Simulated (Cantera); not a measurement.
Feed: 1 mol H2O, 0.17 mol O2, a varied amount of N2, equilibrated at 2927 °C and 1300000 Pa.

Cantera equilibrium calculation (NASA polynomials, part measured and part estimated; ideal gas, pure solids and liquids). Candidate condensed phases: H2O; 24 gas species. Rates play no part.

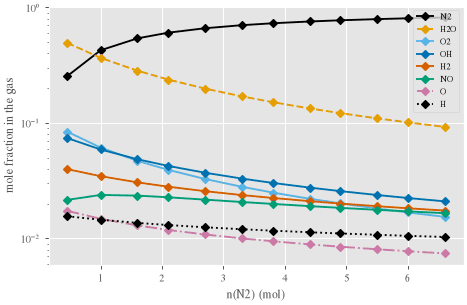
Figure: Equilibrium gas composition (values under 1e-9 drawn at 1e-9)

From 0.46 mol N2 to 6.6 mol N2 nothing is condensed.
